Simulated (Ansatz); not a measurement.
# BSiH4OF (SMILES FBO[SiH3]): r2SCAN/6-311+G(d,p)

Aim: the vertical ionisation energy of BSiH4OF at r2SCAN/6-311+G**, from 2 runs. 

The results are computed with Ansatz 0.2.0.

67 further runs of the same task are left out: 67 set aside as unsound or not needed.

**1. The system as given**

BSiH4OF has 8 atoms, charge 0, and is taken as a singlet. SMILES: `FBO[SiH3]`. The shape is that of a PBE0-D4/def2-TZVP optimisation. This is one conformer, not always the lowest.

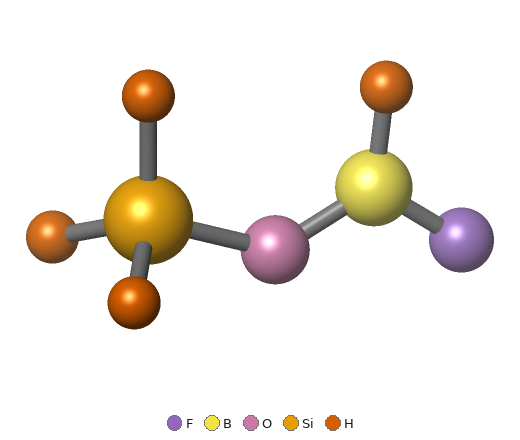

Viewed from a chosen angle; fluorine purple, boron yellow, oxygen pink, silicon amber, hydrogen orange.

**2. A single-point energy at r2SCAN/6-311+G(d,p)**

The input, molecule.yaml:

```yaml
crystal:
  periodic: [false, false, false]
  atoms:
    - {symbol: F, position_ang: [-1.599400, -1.699200, 1.426100]}
    - {symbol: B, position_ang: [-0.685400, -0.787600, 1.133000]}
    - {symbol: O, position_ang: [-0.487500, -0.477100, -0.157600]}
    - {symbol: Si, position_ang: [0.521000, 0.572800, -0.945400]}
    - {symbol: H, position_ang: [-0.075300, -0.278500, 2.029800]}
    - {symbol: H, position_ang: [-0.317100, 1.531000, -1.702400]}
    - {symbol: H, position_ang: [1.370700, 1.295700, 0.034600]}
    - {symbol: H, position_ang: [1.365000, -0.214300, -1.873700]}
basis:
  gaussian:
    orbitals: 6-311+G_st__st_-spherical.json
output: {orbitals: {seedname: orbitals}}
hamiltonian:
  xc: {name: r2SCAN}
accuracy: high
```

The basis set 6-311+G** is read from a file made from the Basis Set Exchange's data (not shown).

Command:

```sh
ansatz run molecule.yaml --threads 1 --pin off --max-ram 3480MiB --events-out events.jsonl --progress --plain --runs-dir runs
```

Output:

```text
Warning: RAYON_NUM_THREADS=1 ignored (pool sized by the plan → 1); use --threads N
Functional definition: r2SCAN
  name "r2SCAN"
  parameter k0 = 0.174
  parameter k1 = 0.065
  parameter a1 = 4.9479
  exchange = r2scan_x(k0 = k0, k1 = k1, a1 = a1)
  correlation = r2scan_c
2291 factors; integrals over basis functions are off by at most 4.1e-9 eV
mean field evaluation 1: about -13379.1727 eV, gradient 6.1e1 eV
mean field evaluation 2: about -13360.6441 eV, gradient 1.1e2 eV
mean field evaluation 4: about -13384.8713 eV, gradient 9.1e0 eV
mean field evaluation 8: about -13384.9808 eV, gradient 3.6e-1 eV
mean field evaluation 16: about -13384.9811 eV, gradient 1.1e-5 eV
mean field -13384.98108084 eV, -491.8889820549 hartree, gradient 8.3e-8 eV, S^2 0.000000; 0 other end points of the search recorded, 0 dependent functions left out
reference -13384.98108287 eV, -491.8889821295 hartree; 20, 20 occupied and 100, 100 virtual orbitals, 2291 factors
Total energy: -13384.98108287 eV, -491.8889821295 hartree
```

Run time: 16 s. Hardware: 1 thread of Arm Neoverse V1, shared host; peak memory 0.39 GiB.

**3. The doublet cation**

The input, in.yaml:

```yaml
crystal:
  periodic: [false, false, false]
  atoms:
    - symbol: F
      position_ang: [-1.599400, -1.699200, 1.426100]
    - symbol: B
      position_ang: [-0.685400, -0.787600, 1.133000]
    - symbol: O
      position_ang: [-0.487500, -0.477100, -0.157600]
    - symbol: Si
      position_ang: [0.521000, 0.572800, -0.945400]
    - symbol: H
      position_ang: [-0.075300, -0.278500, 2.029800]
    - symbol: H
      position_ang: [-0.317100, 1.531000, -1.702400]
    - symbol: H
      position_ang: [1.370700, 1.295700, 0.034600]
    - symbol: H
      position_ang: [1.365000, -0.214300, -1.873700]
basis:
  gaussian: {orbitals: 6-311+G_st__st_-spherical.json}
output: {orbitals: {seedname: orbitals}}
hamiltonian: {xc: {name: r2SCAN}}
total_charge: 1
magnetization: {spin_polarized: true, initial_magnetization: 1}
accuracy: high
```

The basis set 6-311+G** is read from a file made from the Basis Set Exchange's data (not shown).

Command:

```sh
ansatz run in.yaml --threads 1 --pin off --max-ram 3480MiB --events-out events.jsonl --progress --plain --runs-dir runs
```

Output:

```text
Warning: RAYON_NUM_THREADS=1 ignored (pool sized by the plan → 1); use --threads N
Functional definition: r2SCAN
  name "r2SCAN"
  parameter k0 = 0.174
  parameter k1 = 0.065
  parameter a1 = 4.9479
  exchange = r2scan_x(k0 = k0, k1 = k1, a1 = a1)
  correlation = r2scan_c
2291 factors; integrals over basis functions are off by at most 4.1e-9 eV
mean field evaluation 1: about -13356.4853 eV, gradient 7.1e1 eV
mean field evaluation 2: about -13153.3147 eV, gradient 2.0e2 eV
mean field evaluation 4: about -13362.2849 eV, gradient 4.9e1 eV
mean field evaluation 8: about -13373.3717 eV, gradient 4.9e0 eV
mean field evaluation 16: about -13373.5658 eV, gradient 1.2e-1 eV
mean field evaluation 32: about -13373.5660 eV, gradient 4.4e-6 eV
mean field evaluation 64: about -13373.0833 eV, gradient 3.4e0 eV
mean field -13373.56597347 eV, -491.4694845965 hartree, gradient 8.0e-8 eV, S^2 0.756970; 5 other end points of the search recorded, 0 dependent functions left out
reference -13373.56598027 eV, -491.4694848463 hartree; 20, 19 occupied and 100, 101 virtual orbitals, 2291 factors
Total energy: -13373.56598027 eV, -491.4694848463 hartree
```

Wall time 83 s (1 thread of Arm Neoverse V1, shared host); peak memory 0.58 GiB.

**4. Results**

Level: r2SCAN/6-311+G**.

| quantity | value |
| --- | --- |
| singlet BSiH4OF: total energy | -491.88898 Eh |
| singlet BSiH4OF: HOMO energy | -8.32 eV |
| singlet BSiH4OF: LUMO energy | -0.57 eV |
| singlet BSiH4OF: HOMO–LUMO gap | 7.75 eV |
| doublet cation: total energy | -491.46948 Eh |
| doublet cation: HOMO energy (highest over α and β) | -14.51 eV |
| doublet cation: LUMO energy (lowest over α and β) | -14.47 eV |
| doublet cation: ⟨S²⟩ | 0.757 |
| vertical ionisation energy (to the doublet cation) | 11.415 eV |

What this shows: Removing an electron at fixed nuclei costs 11.42 eV (1101 kJ/mol). −ε(HOMO) before ionisation, 8.32 eV, is 3.10 eV below this ionisation energy.
